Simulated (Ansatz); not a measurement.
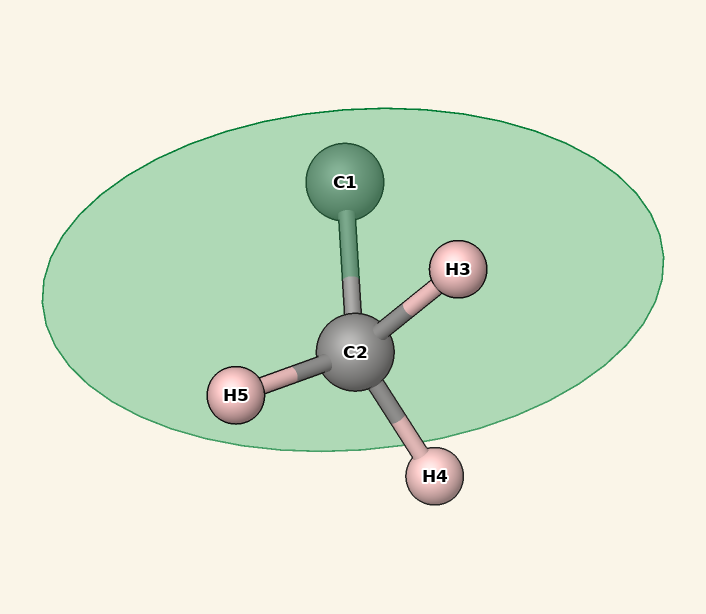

A disc through the centre of mass is drawn in. Depth is shown by fading: the farther an atom, the more it takes the colour of the background. State: neutral, doublet. The computed structure is the end point of a PBE-D4/def2-SVP optimisation. No frequency run is at hand to confirm it as a minimum.

**Is the plane of the disc a mirror plane of the structure?**

No. The point group is Cs, with 1 mirror plane, and this plane isn't one of its mirror planes.
